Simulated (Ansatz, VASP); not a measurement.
**Cross-check of NbB2 between VASP and Ansatz**

One calculation is typed for both programs; each brings its own data sets. How far apart do they land? The cell is taken from a series of VASP runs on this material, whose earlier steps may have relaxed, scaled or displaced it; both programs get it as it stands. Valence electrons are named where the data sets of a main pair hold unlike numbers.

Main program and level: Ansatz 0.2.0; plane waves, with VASP 6.6.1 beside it; band structure at PBEsol.

## (1) Starting point

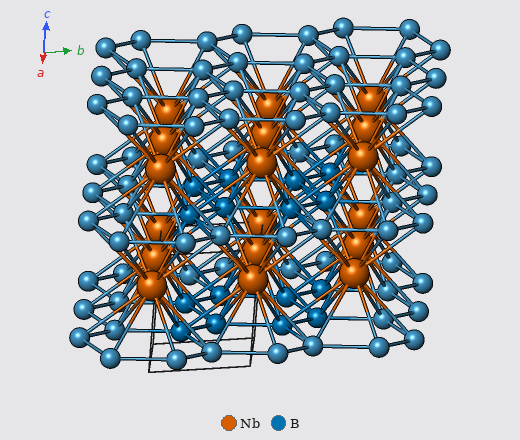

Start, viewed slightly off an axis; niobium orange, boron blue. 2×2×2 cells are drawn. Some periodic images of atoms are drawn too.

## (2) VASP: band structure, PBEsol

With cell and atoms fixed, the geometry can't cause a difference; cores, projectors, grids and the points listed under the comparison can.

Lines of VASP's logs that name or quote its potential files are left out, and so is its time.

INCAR

```
SYSTEM = NbB2
PREC = Accurate
ENCUT = 420
EDIFF = 1E-06
NELM = 100
ISMEAR = -1
SIGMA = 0.05
LREAL = .FALSE.
ALGO = Normal
GGA = PS
NBANDS = 22
LASPH = .TRUE.
LORBIT = 11
LWAVE = .FALSE.
LCHARG = .FALSE.
KPAR = 4
```

POSCAR

```
NbB2
1.0
    3.1100000000      0.0000000000      0.0000000000
   -1.5550000000      2.6933390058      0.0000000000
    0.0000000000      0.0000000000      3.2700000000
Nb B
1 2
Direct
   -0.0062500000     -0.0133850000     -0.0166150000
    0.3213710000      0.6369040000      0.4592220000
    0.6459600000      0.3020610000      0.4910850000
```

KPOINTS

```
Automatic mesh
0
Gamma
11 11 9
0 0 0
```

KPOINTS_OPT

```
Line mode
16
Line-mode
Reciprocal
  0.00000000   0.00000000   0.00000000 GAMMA
  0.50000000   0.00000000   0.00000000 M

  0.50000000   0.00000000   0.00000000 M
  0.33333333   0.33333333   0.00000000 K

  0.33333333   0.33333333   0.00000000 K
  0.00000000   0.00000000   0.00000000 GAMMA

  0.00000000   0.00000000   0.00000000 GAMMA
  0.00000000   0.00000000   0.50000000 A

  0.00000000   0.00000000   0.50000000 A
  0.50000000   0.00000000   0.50000000 L

  0.50000000   0.00000000   0.50000000 L
  0.33333333   0.33333333   0.50000000 H

  0.33333333   0.33333333   0.50000000 H
  0.00000000   0.00000000   0.50000000 A

  0.50000000   0.00000000   0.50000000 L
  0.50000000   0.00000000   0.00000000 M

  0.33333333   0.33333333   0.00000000 K
  0.33333333   0.33333333   0.50000000 H
```

The projector-augmented-wave data sets are Nb_sv and B (PBE family, release 64).

On the command line:

```
mpirun -np 4 vasp_std
```

Numbers of over 12 decimals in the logs are rounded to 6 here.

Output:

```text
[banner, memory and clock lines left out]
running    4 mpi-ranks, on    1 nodes
 distrk:  each k-point on    1 cores,    4 groups
 distr:  one band on    1 cores,    1 groups

 POSCAR found type information on POSCAR NbB
 POSCAR found :  2 types and       3 ions
|                                                                             |
|               ----> ADVICE to this user running VASP <----                  |
|                                                                             |
|     You enforced a specific xc type in the INCAR file but a different       |
|     [... a line on the potential file left out ...]
|     I HOPE YOU KNOW WHAT YOU ARE DOING!                                     |
|                                                                             |

 LDA part: xc-table for (Slater+PW92), standard interpolation
 POSCAR, INCAR and KPOINTS ok, starting setup
 FFT: planning ... GRIDC
 FFT: planning ... GRID_SOFT
 FFT: planning ... GRID
 WAVECAR not read
 entering main loop
       N       E                     dE             d eps       ncg     rms          rms(c)
DAV:   1     0.117376856423E+03    0.11738E+03   -0.81144E+03 24044   0.723E+02
DAV:   2    -0.258743839544E+02   -0.14325E+03   -0.13703E+03 28018   0.272E+02
DAV:   3    -0.303943058665E+02   -0.45199E+01   -0.44454E+01 34098   0.440E+01
DAV:   4    -0.305137582337E+02   -0.11945E+00   -0.11917E+00 31598   0.619E+00
DAV:   5    -0.305166231075E+02   -0.28649E-02   -0.28646E-02 33958   0.886E-01    0.123E+01
DAV:   6    -0.273514922913E+02    0.31651E+01   -0.76343E+00 35658   0.183E+01    0.308E+00
DAV:   7    -0.273592513034E+02   -0.77590E-02   -0.28386E-01 29216   0.368E+00    0.210E+00
DAV:   8    -0.273551396389E+02    0.41117E-02   -0.30944E-02 40654   0.117E+00    0.187E-01
DAV:   9    -0.273547320291E+02    0.40761E-03   -0.18279E-03 29738   0.300E-01    0.941E-02
DAV:  10    -0.273547089552E+02    0.23074E-04   -0.24972E-04 30548   0.118E-01    0.215E-02
DAV:  11    -0.273547037244E+02    0.52308E-05   -0.14876E-05 33188   0.372E-02    0.139E-02
DAV:  12    -0.273547029547E+02    0.76964E-06   -0.69729E-07 21312   0.600E-03
   1 F= -.27354703E+02 E0= -.27350649E+02  d E =-.810866E-02
 Start KPOINTS_OPT (optional k-point list driver)
k-point batch [1-144\144]
       N       E                     dE             ncg
DAV:   1     0.117817932306E+05   -0.78549E+05     6352
DAV:   2    -0.886710523371E+04   -0.20649E+05     7230
DAV:   3    -0.954152014846E+04   -0.67441E+03     9318
DAV:   4    -0.955629963317E+04   -0.14779E+02     8030
DAV:   5    -0.955663607597E+04   -0.33644E+00     8940
DAV:   6    -0.955664031413E+04   -0.42382E-02     8188
DAV:   7    -0.955664036645E+04   -0.52315E-04     7702
DAV:   8    -0.955664036809E+04   -0.16440E-05     5568
DAV:   9    -0.955664036842E+04   -0.33059E-06     5018
```

From OUTCAR (step 2):

```text
ion  position               nearest neighbor table
   1  0.994  0.987  0.983-   2 2.34   3 2.38   2 2.39   2 2.40   3 2.41   3 2.42   3 2.44   3 2.45
                             2 2.45   3 2.48   2 2.49   2 2.50
   2  0.321  0.637  0.459-   3 1.78   3 1.79   3 1.82   1 2.34   1 2.39   1 2.40   1 2.45   1 2.49
                             1 2.50
   3  0.646  0.302  0.491-   2 1.78   2 1.79   2 1.82   1 2.38   1 2.41   1 2.42   1 2.44   1 2.45
                             1 2.48

  LATTYP: Found a hexagonal cell.
 ALAT       =     3.1100000000
 C/A-ratio  =     1.0514469453

 Subroutine GETGRP returns: Found  1 space group operations
 (whereof  1 operations were pure point group operations)

The static configuration has the point symmetry C_1 .

 Found    545 irreducible k-points:

   k-points           NKPTS =    545   k-points in BZ     NKDIM =    545   number of bands    NBANDS=     22

   dimension x,y,z NGX =    24 NGY =   24 NGZ =   24
   dimension x,y,z NGXF=    48 NGYF=   48 NGZF=   48

   ENCUT  =  420.0 eV  30.87 Ry    5.56 a.u.   5.20  5.20  5.46*2*pi/ulx,y,z

   NELECT =      19.0000    total number of electrons

 k-points in reciprocal lattice and weights: Automatic mesh
   0.00000000  0.00000000  0.00000000       0.001
   0.09090909 -0.00000000  0.00000000       0.002
   0.00000000  0.09090909  0.00000000       0.002
  -0.09090909  0.09090909  0.00000000       0.002
   0.18181818 -0.00000000  0.00000000       0.002
   0.00000000  0.18181818  0.00000000       0.002
  -0.18181818  0.18181818  0.00000000       0.002
   0.27272727 -0.00000000  0.00000000       0.002
   0.00000000  0.27272727  0.00000000       0.002
[...]
0.27272727  0.36363636  0.44444444       0.002
  -0.36363636 -0.36363636  0.44444444       0.002

 average (electrostatic) potential at core
       1 -76.5374       2 -20.8793       3 -20.8784

 E-fermi :  12.5994

 k-point     1 :       0.0000    0.0000    0.0000
  band No.  band energies     occupation
    ...
      5      -1.7096      2.00000
      6       8.0329      2.00000
      7       8.1971      2.00000
      8       8.2305      2.00000
      9       9.6424      2.00000
     10      13.8228      0.00000
     11      13.8652      0.00000
     12      15.7308      0.00000
     13      15.9188      0.00000
     14      16.6054      0.00000
    ...

 k-point     2 :       0.0909   -0.0000    0.0000
  band No.  band energies     occupation
    ...
      5      -1.5379      2.00000
      6       7.7741      2.00000
      7       8.0941      2.00000
      8       8.3376      2.00000
      9       9.3438      2.00000
     10      13.7686      0.00000
     11      14.2550      0.00000
     12      14.8050      0.00000
     13      15.2042      0.00000
     14      17.3169      0.00000
    ...

 k-point     3 :       0.0000    0.0909    0.0000
  band No.  band energies     occupation
    ...
      5      -1.5390      2.00000
      6       7.6755      2.00000
      7       8.2002      2.00000
      8       8.3423      2.00000
      9       9.3544      2.00000
     10      13.7559      0.00000
     11      14.2350      0.00000
     12      14.8495      0.00000
     13      15.1536      0.00000
     14      17.2924      0.00000
    ...

  Total       -0.4033974     -0.3800455      0.3041468      0.0351217      0.0530697     -0.0315467
  in kB      -23.5963350    -22.2303878     17.7907645      2.0544075      3.1042572     -1.8452906
  external PRESSURE =      -9.3453194 kB  Pullay stress =       0.0000000 kB

  energy-cutoff  :      420.00
  volume of cell :       27.39
      direct lattice vectors                 reciprocal lattice vectors
     3.110000000  0.000000000  0.000000000     0.321543408  0.185643173  0.000000000
    -1.555000000  2.693339006  0.000000000     0.000000000  0.371286347  0.000000000
     0.000000000  0.000000000  3.270000000     0.000000000  0.000000000  0.305810398

 POSITION                                       TOTAL-FORCE (eV/Angst)
 -----------------------------------------------------------------------------------
      1.55638      2.65729      3.21567        -0.064757     -0.561660     -0.419120
      0.00908      1.71540      1.50166        -0.283098      0.252586      0.869383
      1.53923      0.81355      1.60585         0.347855      0.309074     -0.450263
 -----------------------------------------------------------------------------------
    total drift:                                0.000007      0.000036      0.000227

  FREE ENERGIE OF THE ION-ELECTRON SYSTEM (eV)
  ---------------------------------------------------
  free  energy   TOTEN  =       -27.3547029547 eV

  energy  without entropy=      -27.3465942912  energy(sigma->0) =      -27.35064862

 total charge
# of ion       s       p       d       tot
------------------------------------------
    1        2.152   6.059   2.589  10.800
    2        0.665   1.293   0.000   1.958
    3        0.663   1.292   0.000   1.955
--------------------------------------------------
tot          3.480   8.644   2.589  14.714

[... 3 further parts left out ...]
```

This run has no spin polarisation. Its electron count is odd, so without a moment it is a metal by construction. Spin-orbit coupling is off here; it would split degenerate levels.

## (3) Ansatz: band structure, PBEsol

Ansatz runs on its default PAW (the set named soft_2) files.

The same cell, functional, mesh and smearing now go to Ansatz, which takes its cutoff from its data sets.

input.yaml

```yaml
crystal:
  lattice:
    - [3.11, 0.0, 0.0]
    - [-1.555, 2.6933390058, 0.0]
    - [0.0, 0.0, 3.27]
  atoms:
    - { symbol: Nb, position: [-0.00625, -0.013385, -0.016615] }
    - { symbol: B, position: [0.321371, 0.636904, 0.459222] }
    - { symbol: B, position: [0.64596, 0.302061, 0.491085] }
hamiltonian:
  xc: pbesol
  pseudopotentials: { kind: paw }
kpoints:
  mp_grid: { grid: [11, 11, 9] }
  band_path:
    path:
      - [0.0, 0.0, 0.0]
      - [0.13333, 0.0, 0.0]
      - [0.3, 0.0, 0.0]
      - [0.46667, 0.0, 0.0]
      - [0.46667, 0.06667, 0.0]
      - [0.41111, 0.17778, 0.0]
      - [0.35556, 0.28889, 0.0]
      - [0.28889, 0.28889, 0.0]
      - [0.17778, 0.17778, 0.0]
      - [0.06667, 0.06667, 0.0]
      - [0.0, 0.0, 0.03333]
      - [0.0, 0.0, 0.2]
      - [0.0, 0.0, 0.36667]
      - [0.0, 0.0, 0.5]
      - [0.16667, 0.0, 0.5]
      - [0.3, 0.0, 0.5]
      - [0.46667, 0.0, 0.5]
      - [0.46667, 0.06667, 0.5]
      - [0.41111, 0.17778, 0.5]
      - [0.35556, 0.28889, 0.5]
      - [0.28889, 0.28889, 0.5]
      - [0.17778, 0.17778, 0.5]
      - [0.06667, 0.06667, 0.5]
      - [0.5, 0.0, 0.46667]
      - [0.5, 0.0, 0.3]
      - [0.5, 0.0, 0.13333]
      - [0.33333, 0.33333, 0.0]
      - [0.33333, 0.33333, 0.16667]
      - [0.33333, 0.33333, 0.33333]
      - [0.33333, 0.33333, 0.5]
    npoints: 1
scf:
  occupations: { method: fermi_dirac, width: 0.05 }
  n_extra_bands: 7
output:
  forces: true
  stress: true
  eigenvalues: true
  write_density: true
  write_potential: true
  elf: true
  volumetric_format: npy
```

On the command line:

```
ansatz run input.yaml --threads 2 --pin off --max-ram 4608MiB --backend cpu --events-out ev --progress --plain --runs-dir out
```

Output:

```text
scf.n_extra_bands = 7 over 10 filled bands (N_el = 19.0): the run solves 17 bands
Engine: ansatz 0.2.0, aarch64-unknown-linux-gnu
Pseudopotentials: kind: paw
Pseudopotential: Nb, paw, valence charge 13, recommended cutoff 420 eV (normal), Nb.paw.azcp
Pseudopotential: B, paw, valence charge 3, recommended cutoff 420 eV (normal), B.paw.azcp
Functional definition: PBEsol
  exchange = pbesol_x
  correlation = pbesol_c
Crystal: 3 atoms, lattice volume = 27.390 Å³
Basis set: ecut = 420 eV, 551 PW (Γ), exchange–correlation on 48×48×48 points (8 copies of the dense FFT grid, shifted against one another)
Bands: 17, of which v1, the nominal top of the filled ones, is band 10 counted from 1 (9 counted from 0)
Symmetry: 1 space group operations
Space group: P1 (ITA 1), of the structure as read, at distance tolerance 3.0e-5 Å
k-points: 545 of 1089 (time reversal used)
Non-local potential: Nb, projectors of the file, l = 0: 3, l = 1: 2, l = 2: 2, l = 3: 1
Non-local potential: B, projectors of the file, l = 0: 2, l = 1: 2, l = 2: 1
PAW form: soft (Blöchl's): semilocal exchange-correlation on the pseudo side does not see the compensation charge
PAW frozen core: Nb, regenerated for the run's functional, and the local potential with it (the file was generated under x = pbe(κ = 0.804, μ = 0.219515), c = pbe(β = 0.066725))
PAW frozen core: B, regenerated for the run's functional, and the local potential with it (the file was generated under x = pbe(κ = 0.804, μ = 0.219515), c = pbe(β = 0.066725))
PAW one-centre angular grid: Nb, 590 points (default); XC on 64 Gauss nodes
PAW one-centre angular grid: B, 110 points (default); XC on 64 Gauss nodes
Initial density: superposition of atomic densities (neutral atoms: chi_scale 0, normalization atom), corrected by the library's trained network
Initial wavefunctions: pseudopotential atomic-orbital guess
Functional: x = pbesol(κ = 0.804, μ = 0.123457), c = pbesol(β = 0.046)
SCF iter   1: F=—  HF=-4803.106937 eV  |F-HF|=—  |Δ(HF+E_count)|=         —  Δρ=4.57e-3  dr2=7.41e-3  ethr=1.77e-3  ⟨swp⟩=5.6  Hψ=48127  notcnv=0  defer=316
preconditioner: auto → none  [metal: Δε(μ)=0.004 eV  Ē_g=11.727 eV  σ=0.050 eV  W_gap=0.02  n_scr=8 (ndim 8)  ℏωp=23.5 eV  f_vac=0.000  D(μ)=1.02/eV (n_scr^D=8)  sad-step TF]
SCF iter   2: F=—  HF=-4803.105800 eV  |F-HF|=—  |Δ(HF+E_count)|=   1.14e-3  Δρ=3.22e-3  dr2=4.50e-3  ethr=3.90e-5  ⟨swp⟩=1.1  Hψ=13727  notcnv=0  defer=464
SCF iter   3: F=—  HF=-4803.104609 eV  |F-HF|=—  |Δ(HF+E_count)|=   1.19e-3  Δρ=7.00e-4  dr2=6.80e-5  ethr=2.37e-5  ⟨swp⟩=2.3  Hψ=10851  notcnv=0  defer=464
SCF iter   4: F=—  HF=-4803.104584 eV  |F-HF|=—  |Δ(HF+E_count)|=   2.49e-5  Δρ=1.62e-4  dr2=3.64e-6  ethr=3.58e-7  ⟨swp⟩=2.2  Hψ=13291  notcnv=0  defer=464
SCF iter   5: F=—  HF=-4803.104583 eV  |F-HF|=—  |Δ(HF+E_count)|=   4.24e-7  Δρ=2.23e-5  dr2=1.38e-7  ethr=1.92e-8  ⟨swp⟩=2.5  Hψ=12651  notcnv=0  defer=464
SCF iter   6: F=-4803.104583 eV  HF=-4803.104583 eV  |F-HF|=7.73e-9  |Δ(HF+E_count)|=   5.23e-8  Δρ=7.26e-6  dr2=1.09e-8  ethr=5.26e-10  ⟨swp⟩=10.7  Hψ=53201  notcnv=0
SCF 1 converged in 6 iterations: F = -4803.104583 eV  dr2 = 1.09e-8
  greatest PAW one-centre occupation: 0.998 electrons in one spin orbital (limit 2), on the Nb atom at site 0 (counted from 0), in its partial waves of l = 0
NSCF: frozen V_eff on 30 k-points
SCF converged after 6 iterations
Free energy (F): -4803.104583 eV
Harris-Foulkes:  -4803.104583 eV  (|F-HF|=7.73e-9)
Internal energy: -4803.096466 eV  (E = F + TS)
E sigma→0 (E₀):  -4803.100525 eV
Entropy (-TS):   -0.008118 eV (-2.706 meV/atom)
Fermi energy:    18.587301 eV
--- Per-component energies (eV) ---
  E_band       = -16.530800
  E_kinetic    = 498.300982
  E_local      = -703.883002  (includes V_loc(G=0)·N_el)
  E_nonlocal   = 142.362944
  E_hartree    = 226.694325
  E_xc         = -241.627065
  E_vxc        = -292.916153  (∫ρ·V_xc dr)
  E_paw        = -3168.485337  (= ΣΔE_a)
  E_vpaw       = -113.783129  (= ΣTr[D̂ρ^β])
  E_aug_tail   = 0.000001  (compensation charges beyond the density's cutoff)
  E_ewald      = -1556.677445
  E_core_change = 0.218131  (= ΣΔE_core)
  E_smearing   = -0.008118  (= −TS)
  E_closure    = 0.000000  (closes the sum)
  Σ components = -4803.104583   (vs F -4803.104583, Δ=0.00e0)
--- Forces (eV/Å), atoms counted from 1 ---
  atom   1  Nb    -0.06448058    -0.55987619    -0.41756043
  atom   2  B     -0.28069929     0.25194055     0.86812903
  atom   3  B      0.34517802     0.30792073    -0.45066700
  max |Σ_I F_I| component: 9.84e-5 eV/Å
--- Stress (GPa, compression-positive) ---
       -2.059641       0.218528      -0.185468
        0.218528      -1.926138       0.310361
       -0.185468       0.310360       2.261968
  P = ⅓ Tr σ = -0.5746 GPa (-5.746 kbar)
--- Band table (eV; the first three rows and the last of 545) ---
  k-point 0: bands = [... 6 lower, 14.1864, 14.2206, 15.6364, 19.8107, 19.8530, 21.7131, 21.9014, 22.5917, ... 3 higher]
  k-point 1: bands = [... 6 lower, 14.1639, 14.3417, 16.2201, 19.0206, 19.1332, 21.3136, 21.4990, 22.8092, ... 3 higher]
  k-point 2: bands = [... 6 lower, 14.5833, 14.7659, 17.2629, 17.8855, 18.0413, 20.2458, 20.4109, 22.7345, ... 3 higher]
  k-point 544: bands = [... 6 lower, 12.9531, 13.8216, 14.9424, 18.5353, 20.2934, 21.0048, 22.0663, 25.5528, ... 3 higher]
```

It took 25 s on 2 threads of Arm Neoverse N1, shared host; peak memory 0.53 GiB; 49 s of CPU time.

The column dr2 measures how far the density is from self-consistency, as an energy; F and HF (Harris–Foulkes) agree once it is small.

## (4) Comparison

Known differences besides the potentials themselves: Ansatz makes its cores anew for this functional, VASP keeps those of its PBE data sets. Total energies have different zeros and are not compared.

Both answers:

```csv
quantity,Ansatz,VASP,difference
pressure (GPa),-0.57,-0.93,+0.36
pressure without Ansatz's Pulay correction (GPa),-0.76,-0.93,+0.17
```

Forces (eV/Å; atoms numbered as in POSCAR):

| atom | Ansatz x, y, z | VASP x, y, z |
| --- | --- | --- |
| Nb1 | -0.064, -0.560, -0.418 | -0.065, -0.562, -0.419 |
| B2 | -0.281, 0.252, 0.868 | -0.283, 0.253, 0.869 |
| B3 | 0.345, 0.308, -0.451 | 0.348, 0.309, -0.450 |

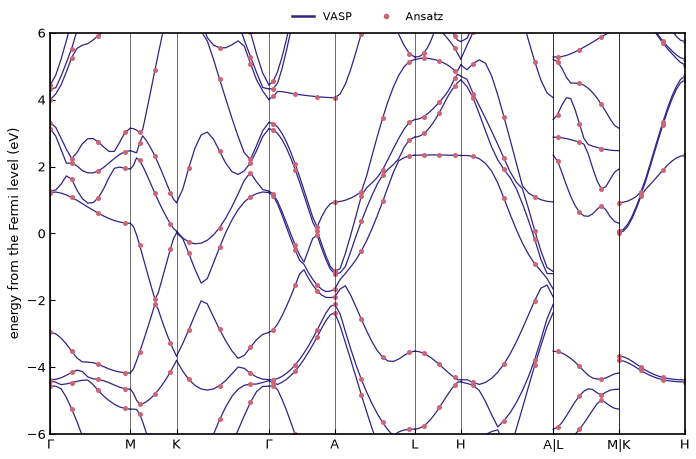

Bands from VASP (lines) and levels from Ansatz (dots). Dots without a line are higher empty bands that the VASP plot leaves out.

The forces differ by 1.6 meV/Å r.m.s., which is 0.3 % of the r.m.s. force of 0.449 eV/Å (both taken over all components). Levels from 3 eV below to 2 eV above the Fermi level differ by 2 meV r.m.s. and 6 meV at most; each VASP level is matched to the nearest of Ansatz, which flatters the figure a little. Ansatz's pressure holds a Pulay correction of 0.19 GPa; VASP's holds none.

## (5) Results

* r.m.s. difference of levels near the Fermi level (band structure, PBEsol): 1.5 meV

What this shows: The r.m.s. difference of levels near the Fermi level is 1.5 meV (band structure, PBEsol), within the 80 meV picked in this series as the mark of a large difference. Such differences can come from data sets, numerical settings and the points named under the comparisons, not from the functional's error against experiment.

[Lines on the potential files, build, host, timing and source positions are cut from VASP's logs without a mark.]

[Logs are printed without paths, hosts, clocks, repeated set-up lines and the standing remarks that a program may print on its own settings, such as how far it seeks lower states.]

[Hosts, paths, dates, database ids (printed as entryN), source tags and the programs' standing remarks are cut or masked in the printed files.]
